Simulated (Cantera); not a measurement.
Charge: 1 mol (CH3)2SiCl2, a varied amount of H2, held at 2327 °C and 0.160 bar.

Cantera equilibrium calculation (NASA polynomials, part measured and part estimated; ideal gas, pure solids and liquids). Candidate condensed phases: C, C6H6, C7H8, C8H18, Si, SiC; 109 gas species. The feed counts by its element totals alone. The tables' values for SiCl, SiCl3 are old estimates; treat these amounts as uncertain. Gases not in the tables: Si2H6 and higher silanes. Kinetics and transport are ignored.

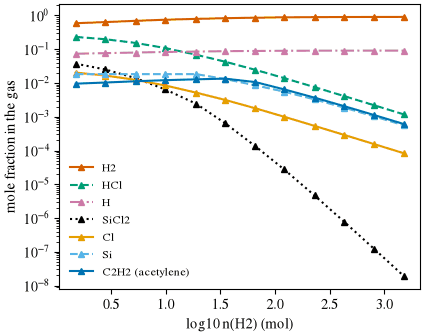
Equilibrium gas composition (values under 1e-9 drawn at 1e-9)

Read off the mole fractions at 35 mol H2.

H2 about 0.83, H about 0.087, HCl about 0.043, C2H2 (acetylene) about 0.013, Si about 0.013, Cl about 0.0031, SiCl2 about 0.00064.
